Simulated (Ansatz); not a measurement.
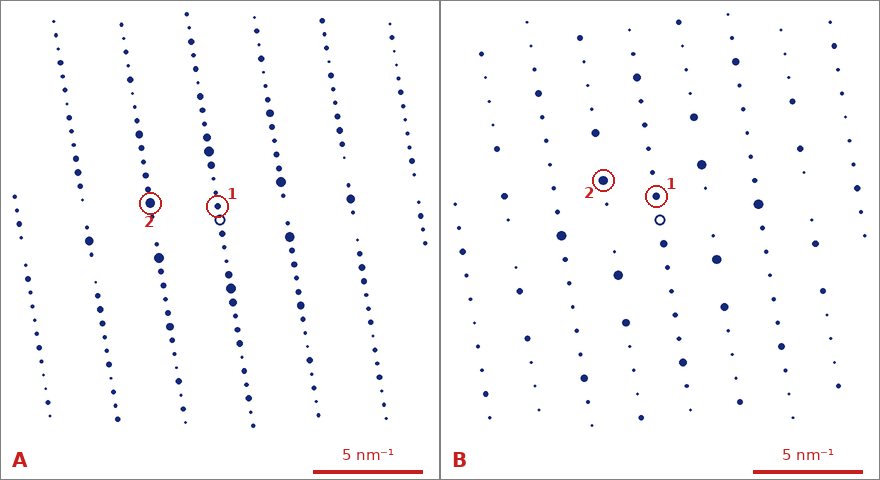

Kinematic electron diffraction patterns (200 kV, B = 0.5 Å², same scale) along [100] of the run's own cell, for the start and the end of one relaxation of VPbI with Ansatz, DFT, PAW plane waves, pbesol. k mesh 6×6×4. The start is a generated model structure, and the relaxation ends in the nearest stationary point of its symmetry, not necessarily the ground state. Spot 1 is 0 0 -1 and spot 2 is 0 1 -2 in both.

Start structure:

```yaml
crystal:
  lattice:
    - [4.34612, 0.00000, 0.00000]
    - [0.00000, 4.34612, 0.00000]
    - [0.00000, 0.00000, 9.02579]
  atoms:
    - { symbol: Pb, position: [0.25000, 0.25000, 0.16392] }
    - { symbol: Pb, position: [0.75000, 0.75000, 0.83608] }
    - { symbol: I, position: [0.25000, 0.25000, 0.66297] }
    - { symbol: I, position: [0.75000, 0.75000, 0.33703] }
    - { symbol: V, position: [0.75000, 0.25000, 0.00000] }
    - { symbol: V, position: [0.25000, 0.75000, 0.00000] }
```

### Which pattern belongs to the start structure, and which to the relaxed one?

B is the start: its cell gives d(1) = 9.026 Å, d(2) = 3.130 Å and an angle of 46.1°. A is the relaxed structure, with d(1) = 15.614 Å (+73.0 %), d(2) = 3.019 Å (-3.6 %) and 67.3°.

### Name reflections whose intensity changes strongly on relaxation.

0 2 2 fades out of sight; 0 1 3 comes into sight; 0 1 -7 goes from 0.25 to 37 % of the strongest spot; 0 0 5 goes from 4.1 to 99 % of the strongest spot; 0 1 6 goes from 0.37 to 14 % of the strongest spot.

### What did the relaxation do to the structure and the energy?

The volume changed by -1.9 % to 27.88 Å³ an atom; with the mean shift removed, the atoms moved by up to 0.68 Å relative to the cell (I most); the space group stayed P4/nmm (No. 129); the free energy fell by 560 meV an atom. Relaxed cell: a = 3.273 Å, b = 3.273 Å, c = 15.614 Å, α = 90.00°, β = 90.00°, γ = 90.00°.
